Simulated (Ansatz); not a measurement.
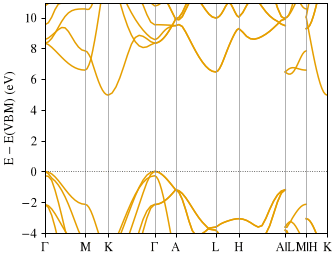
Figure. Band structure from the program Ansatz at the PBEsol level (PAW)

Task: Read off the gap and where the band edges lie.

Result: About 5.0 eV (4.96 eV by a search for the band edges); maximum at Γ, minimum at K.

Task: Pick the material that matches.
(A) BN, wurtzite
(B) MgO, wurtzite
(C) BeS, wurtzite
(D) BeSe, wurtzite

Result: A, BN, wurtzite

Space group P6_3mc (wurtzite). The PBEsol relaxation kept the symmetry of its start.

Potentials: the earlier of the program's two PAW sets. The files were generated under PBE; for other functionals the program regenerates the frozen cores, and for LDA and PBEsol the local potential too.
